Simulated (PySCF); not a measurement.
C5H5O (doublet)

Input

```
{"job": {"kind": "epr", "basis": "pcH-1"}, "charge": 0, "multiplicity": 2}
C     -2.486544     0.134246     0.335124
C     -1.500970    -0.048595    -0.673362
O     -1.768589    -0.204827    -1.867041
C     -0.142999    -0.039989    -0.191916
C      1.016354    -0.043876     0.135557
C      2.390835    -0.045038     0.567918
H     -2.212653     0.262050     1.366983
H     -3.527522     0.137724     0.061295
H      2.769680    -1.066957     0.570654
H      2.474648     0.368930     1.572377
H      2.993185     0.549004    -0.118624
```

Launched as:

```sh
OMP_NUM_THREADS=1 python probes_run.py task.json out
```

Geometry: GFN2-xTB.

The calculation used PySCF, UKS B3LYP, pcH-1 on C H O, non-relativistic, mean-field spin-orbit, GIAO.

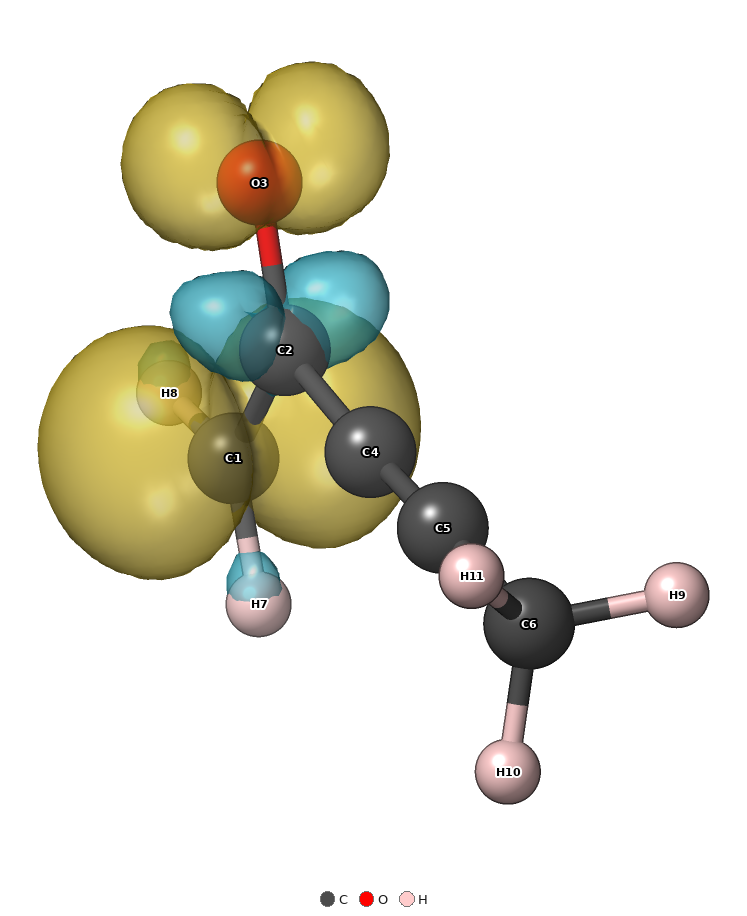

Figure 1. Isosurfaces of the spin density at +0.03 (yellow) and −0.03 e/Å³ (cyan), seen at an oblique angle.

Describe the spin distribution.

The unpaired spin (1 electron) lies mostly on C1 (about 0.6) and O3 (about 0.3), in electrons by Hirshfeld's partition.

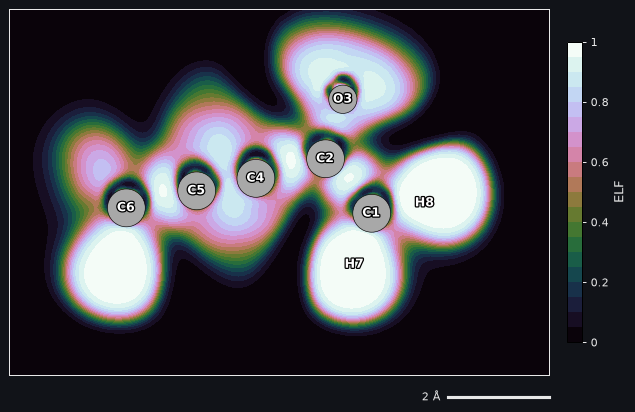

Figure 2. Electron localisation function on the plane of atoms C1, C2 and O3. Grey discs cover the atomic cores.

What does the map show?

Atoms in the plane: C, O and H.
C–C (1.20 Å): the ELF peaks at about 0.85 between the atoms: a short, multiple covalent bond.
C–O (1.23 Å): the ELF peaks at about 0.85 between the atoms (a short, strongly polar bond).
C–H (1.08 Å): the ELF is about 1 at the midpoint (a covalent bond by its length).
The ELF also peaks beside O3, away from the bonds: non-bonding electrons, paired or unpaired.

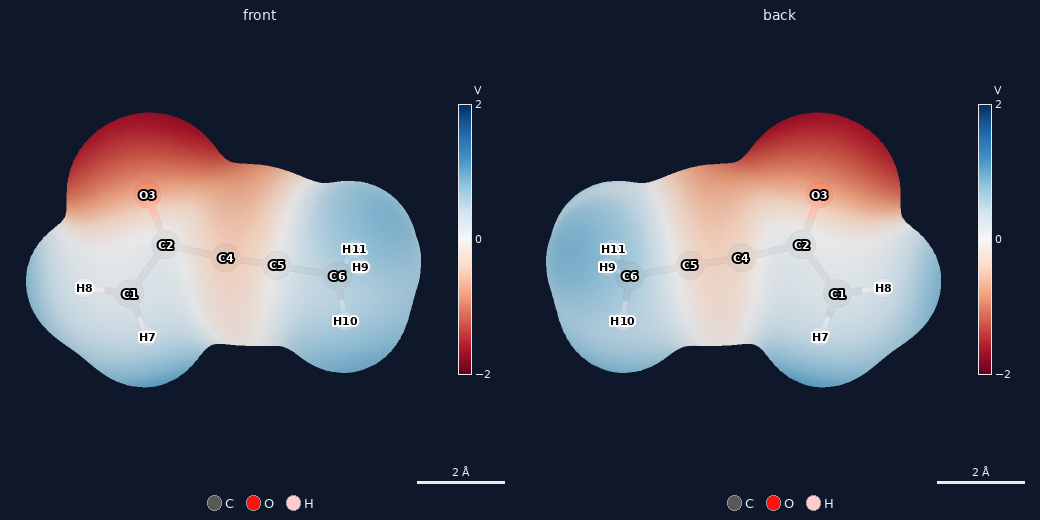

Figure 3. The electrostatic potential painted on the density surface at 0.001 e/bohr³, seen from the front and from behind; the colour scale runs from red (negative) to blue (positive).

Which sites attract a positive test charge, and which a negative one?

A positive charge is drawn to the negative regions and a negative charge to the positive ones. The most negative region (about −1.7 V, or −39 kcal/mol for a unit charge) lies over O3, the most positive (about +1.0 V, or +23 kcal/mol for a unit charge) over H7. O3 is the likeliest acceptor of a hydrogen bond.
